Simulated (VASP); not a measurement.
Band structure of GaSb (zinc blende). Computed with TPSS meta-GGA, VASP's PBE PAW potentials (set 64) (plane waves; VASP).

Unless said otherwise, spin-orbit coupling is left out, though it shifts the bands of the heavy elements here.

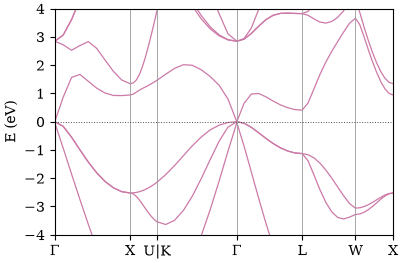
Figure: Bands along high-symmetry lines, zero at the valence-band maximum or, without a gap, the Fermi level

Task: Read the plot: is there a gap, and where are the band edges?

Result: It has no gap at this level: it comes out as a metal or semimetal.

The compound is GaSb in the zinc blende structure. It was relaxed first.
